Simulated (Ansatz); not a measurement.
## Molecular dynamics of WCl2F4 (part 2 of 2)

WCl2F4, SMILES [F][W]([F])([F])([F])([Cl])[Cl]; RKS revPBE/def2-SVP (Ansatz 0.2.0). The geometry comes from this level: PBE0-D4/def2-TZVP.

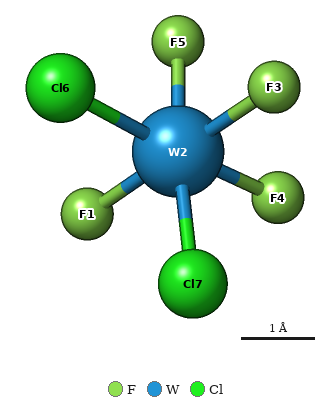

The geometry at step 14 of the log (ball-and-stick view, seen at a tilt; atoms are numbered from 1 in the order of the input).

### Trajectory as extended XYZ, continued
```
7
Properties=species:S:1:pos:R:3:forces:R:3 step=7 time_fs=3.5 energy=-37723.30865 temperature=802.4
F    -0.3529   -1.4252    1.1642   -0.0456  -0.2019   0.2536
W    -0.0366    0.0149    0.0230   -0.2511   0.4379  -0.5120
F     0.2019    1.5087   -1.1006   -0.0739  -0.1342   0.0825
F    -1.8729    0.0732   -0.3439   -0.3373   0.0034  -0.0798
F    -0.3914    1.2000    1.4030   -0.1677   0.5315   0.7652
Cl    2.1658    0.0362    0.5479    0.7768  -0.0123   0.2650
Cl    0.2733   -1.3726   -1.7289    0.0987  -0.6245  -0.7744
7
Properties=species:S:1:pos:R:3:forces:R:3 step=8 time_fs=4.0 energy=-37723.30903 temperature=803.0
F    -0.3540   -1.4302    1.1660   -0.0188  -0.0859   0.1717
W    -0.0365    0.0141    0.0236   -0.3583   0.5288  -0.5262
F     0.2048    1.5125   -1.1046   -0.1037  -0.2853   0.1933
F    -1.8769    0.0735   -0.3438   -0.2095  -0.0027  -0.0567
F    -0.3925    1.2045    1.4010   -0.1528   0.4838   0.7233
Cl    2.1667    0.0367    0.5470    0.7491  -0.0152   0.2679
Cl    0.2737   -1.3706   -1.7294    0.0940  -0.6236  -0.7733
7
Properties=species:S:1:pos:R:3:forces:R:3 step=9 time_fs=4.5 energy=-37723.30706 temperature=800.0
F    -0.3550   -1.4352    1.1679    0.0076   0.0282   0.0912
W    -0.0364    0.0133    0.0243   -0.4635   0.6162  -0.5351
F     0.2077    1.5162   -1.1084   -0.1326  -0.4298   0.2995
F    -1.8810    0.0738   -0.3436   -0.0838  -0.0088  -0.0339
F    -0.3937    1.2091    1.3990   -0.1372   0.4339   0.6788
Cl    2.1676    0.0371    0.5460    0.7204  -0.0181   0.2704
Cl    0.2741   -1.3687   -1.7299    0.0891  -0.6216  -0.7710
7
Properties=species:S:1:pos:R:3:forces:R:3 step=10 time_fs=5.0 energy=-37723.30281 temperature=793.4
F    -0.3561   -1.4402    1.1697    0.0335   0.1399   0.0123
W    -0.0363    0.0125    0.0250   -0.5662   0.7003  -0.5391
F     0.2105    1.5198   -1.1123   -0.1606  -0.5676   0.4011
F    -1.8850    0.0741   -0.3435    0.0395  -0.0151  -0.0115
F    -0.3950    1.2138    1.3971   -0.1209   0.3819   0.6319
Cl    2.1685    0.0375    0.5452    0.6906  -0.0209   0.2726
Cl    0.2745   -1.3669   -1.7305    0.0841  -0.6186  -0.7673
7
Properties=species:S:1:pos:R:3:forces:R:3 step=11 time_fs=5.5 energy=-37723.29636 temperature=783.5
F    -0.3572   -1.4452    1.1716    0.0589   0.2490  -0.0646
W    -0.0362    0.0117    0.0257   -0.6659   0.7809  -0.5386
F     0.2134    1.5234   -1.1161   -0.1877  -0.6984   0.4977
F    -1.8891    0.0744   -0.3434    0.1598  -0.0214   0.0103
F    -0.3962    1.2184    1.3953   -0.1040   0.3283   0.5832
Cl    2.1695    0.0379    0.5443    0.6600  -0.0237   0.2745
Cl    0.2749   -1.3650   -1.7311    0.0789  -0.6146  -0.7625
7
Properties=species:S:1:pos:R:3:forces:R:3 step=12 time_fs=6.0 energy=-37723.28784 temperature=770.3
F    -0.3582   -1.4501    1.1734    0.0837   0.3550  -0.1393
W    -0.0361    0.0109    0.0263   -0.7622   0.8582  -0.5342
F     0.2162    1.5269   -1.1198   -0.2138  -0.8224   0.5895
F    -1.8931    0.0746   -0.3433    0.2769  -0.0278   0.0315
F    -0.3974    1.2232    1.3936   -0.0867   0.2733   0.5328
Cl    2.1705    0.0384    0.5434    0.6286  -0.0265   0.2761
Cl    0.2753   -1.3633   -1.7317    0.0735  -0.6098  -0.7564
7
Properties=species:S:1:pos:R:3:forces:R:3 step=13 time_fs=6.5 energy=-37723.27740 temperature=754.2
F    -0.3593   -1.4550    1.1753    0.1078   0.4577  -0.2115
W    -0.0360    0.0101    0.0270   -0.8547   0.9322  -0.5263
F     0.2190    1.5303   -1.1235   -0.2389  -0.9393   0.6763
F    -1.8972    0.0749   -0.3431    0.3902  -0.0341   0.0521
F    -0.3987    1.2279    1.3920   -0.0689   0.2171   0.4812
Cl    2.1716    0.0388    0.5426    0.5965  -0.0293   0.2774
Cl    0.2758   -1.3615   -1.7325    0.0679  -0.6042  -0.7492
7
Properties=species:S:1:pos:R:3:forces:R:3 step=14 time_fs=7.0 energy=-37723.26521 temperature=735.3
F    -0.3603   -1.4599    1.1771    0.1311   0.5568  -0.2811
W    -0.0360    0.0094    0.0276   -0.9431   1.0029  -0.5154
F     0.2218    1.5336   -1.1271   -0.2630  -1.0494   0.7582
F    -1.9011    0.0752   -0.3430    0.4997  -0.0405   0.0719
F    -0.4000    1.2327    1.3904   -0.0508   0.1600   0.4288
Cl    2.1727    0.0392    0.5418    0.5639  -0.0321   0.2784
Cl    0.2762   -1.3598   -1.7332    0.0623  -0.5977  -0.7409
7
Properties=species:S:1:pos:R:3:forces:R:3 step=15 time_fs=7.5 energy=-37723.25143 temperature=714.0
F    -0.3613   -1.4647    1.1788    0.1536   0.6521  -0.3479
W    -0.0359    0.0086    0.0282   -1.0272   1.0705  -0.5019
F     0.2245    1.5367   -1.1306   -0.2861  -1.1526   0.8353
F    -1.9050    0.0754   -0.3429    0.6049  -0.0468   0.0909
F    -0.4012    1.2375    1.3888   -0.0326   0.1023   0.3759
Cl    2.1739    0.0396    0.5410    0.5307  -0.0349   0.2792
Cl    0.2766   -1.3582   -1.7341    0.0566  -0.5906  -0.7315
7
Properties=species:S:1:pos:R:3:forces:R:3 step=16 time_fs=8.0 energy=-37723.23628 temperature=690.6
F    -0.3623   -1.4694    1.1805    0.1753   0.7435  -0.4118
W    -0.0359    0.0079    0.0289   -1.1068   1.1348  -0.4863
F     0.2272    1.5397   -1.1339   -0.3082  -1.2492   0.9075
F    -1.9088    0.0757   -0.3427    0.7058  -0.0530   0.1091
F    -0.4025    1.2423    1.3873   -0.0141   0.0443   0.3228
Cl    2.1751    0.0400    0.5402    0.4972  -0.0376   0.2799
Cl    0.2771   -1.3566   -1.7349    0.0507  -0.5828  -0.7212
7
Properties=species:S:1:pos:R:3:forces:R:3 step=17 time_fs=8.5 energy=-37723.21995 temperature=665.4
F    -0.3633   -1.4740    1.1822    0.1961   0.8308  -0.4727
W    -0.0359    0.0071    0.0295   -1.1815   1.1961  -0.4690
F     0.2299    1.5426   -1.1372   -0.3292  -1.3391   0.9750
F    -1.9126    0.0760   -0.3426    0.8022  -0.0592   0.1265
F    -0.4038    1.2472    1.3859    0.0043  -0.0138   0.2698
Cl    2.1763    0.0404    0.5394    0.4634  -0.0404   0.2803
Cl    0.2775   -1.3550   -1.7359    0.0448  -0.5744  -0.7099
7
Properties=species:S:1:pos:R:3:forces:R:3 step=18 time_fs=9.0 energy=-37723.20266 temperature=638.6
F    -0.3642   -1.4785    1.1838    0.2160   0.9139  -0.5305
W    -0.0359    0.0064    0.0301   -1.2514   1.2544  -0.4505
F     0.2325    1.5452   -1.1403   -0.3493  -1.4226   1.0378
F    -1.9162    0.0762   -0.3424    0.8938  -0.0652   0.1429
F    -0.4051    1.2520    1.3845    0.0228  -0.0719   0.2173
Cl    2.1776    0.0408    0.5387    0.4293  -0.0431   0.2806
Cl    0.2780   -1.3535   -1.7368    0.0388  -0.5654  -0.6977
7
Properties=species:S:1:pos:R:3:forces:R:3 step=19 time_fs=9.5 energy=-37723.18462 temperature=610.7
F    -0.3652   -1.4829    1.1854    0.2350   0.9929  -0.5851
W    -0.0359    0.0057    0.0307   -1.3162   1.3096  -0.4311
F     0.2351    1.5477   -1.1433   -0.3685  -1.4999   1.0961
F    -1.9197    0.0764   -0.3422    0.9807  -0.0712   0.1585
F    -0.4064    1.2568    1.3831    0.0411  -0.1295   0.1654
Cl    2.1789    0.0412    0.5380    0.3951  -0.0459   0.2807
Cl    0.2784   -1.3520   -1.7378    0.0328  -0.5560  -0.6846
7
Properties=species:S:1:pos:R:3:forces:R:3 step=20 time_fs=10.0 energy=-37723.16606 temperature=582.0
F    -0.3660   -1.4872    1.1868    0.2530   1.0675  -0.6365
W    -0.0359    0.0051    0.0313   -1.3759   1.3618  -0.4112
F     0.2376    1.5500   -1.1462   -0.3867  -1.5711   1.1501
F    -1.9231    0.0767   -0.3420    1.0628  -0.0770   0.1731
F    -0.4076    1.2616    1.3817    0.0593  -0.1866   0.1145
Cl    2.1802    0.0416    0.5373    0.3609  -0.0487   0.2807
Cl    0.2789   -1.3505   -1.7389    0.0267  -0.5461  -0.6707
```

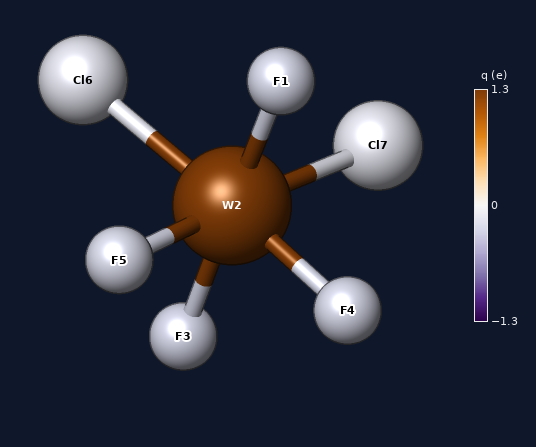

Mulliken charges, as the colour of each atom (ball-and-stick view, seen at a tilt; atoms are numbered from 1 in the order of the input). By element: F −0.27 to −0.23, W +1.27 and Cl −0.14 to −0.13 e.

The run was set up as follows.

### Input file
```yaml
crystal:
  periodic: [false, false, false]
  atoms:
    - {symbol: F, position_ang: [-0.345801, -1.391697, 1.152943]}
    - {symbol: W, position_ang: [-0.037368, 0.020800, 0.018010]}
    - {symbol: F, position_ang: [0.181540, 1.483132, -1.073788]}
    - {symbol: F, position_ang: [-1.846799, 0.071292, -0.345263]}
    - {symbol: F, position_ang: [-0.383765, 1.170583, 1.420351]}
    - {symbol: Cl, position_ang: [2.161501, 0.033252, 0.554885]}
    - {symbol: Cl, position_ang: [0.270682, -1.387381, -1.727138]}
basis:
  gaussian: {orbitals: def2-SVP}
hamiltonian: {xc: {name: revPBE}}
md: {timestep: 0.5 fs, n_steps: 20, ensemble: nve, temperature: 700, initial_velocities: maxwell_boltzmann, seed: 567}
```

Run as:
```bash
ansatz run in.yaml --threads 8 --pin off --events-out ev --progress --plain --max-ram 18278MiB
```

### Results in brief

| quantity | value |
| --- | --- |
| outcome | finished |
| mean temperature over the second half | 703 K |
| trajectory | 20 steps, 10 fs |
| ensemble | nve |
| temperature in the input | 700 K |
| time step | 0.5 fs |
| potential energy (last step) | −37723.1661 eV |
| SCF solution under orbital rotations (last step) | stable |
| largest force (length of the vector) (last step) | 1.985 eV/Å |
| dipole moment (last step) | 1.63 D |
| hardware | 8 threads of Arm Neoverse V1, 23 GiB of memory available, shared host |
| wall time | 20 s (CPU time 2.4 min) |
| peak memory | 0.16 GiB |

### Notes

So short a trajectory is not equilibrated.
